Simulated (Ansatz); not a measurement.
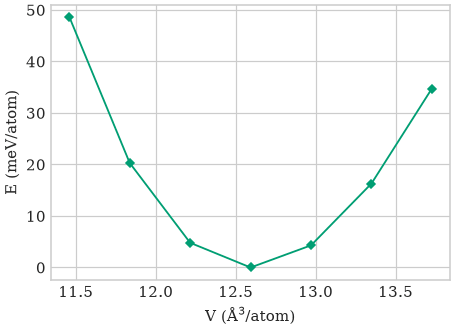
Fig. 1. BeAg (CsCl type, Pm-3m) under volume change, r²SCAN in the plane-wave PAW code Ansatz, scaled uniformly.

What does a third-order Birch–Murnaghan fit give for V₀, B₀ and B′?

V₀ = 12.59 Å³/atom, B₀ = 128 GPa, B′ = 4.7.

The start of the workflow was typed in or built on a structure type; neither database checked (COD, Materials Project) lists it. Its standing as an ambient phase is unchecked. The cell was relaxed with r²SCAN under the symmetry of its start; whether a distortion lowers the energy is not shown. The run is not spin-polarised. Its formation energy is positive at this level, so the cell may be metastable or incomplete.

Potentials: the later of the program's two PAW sets.
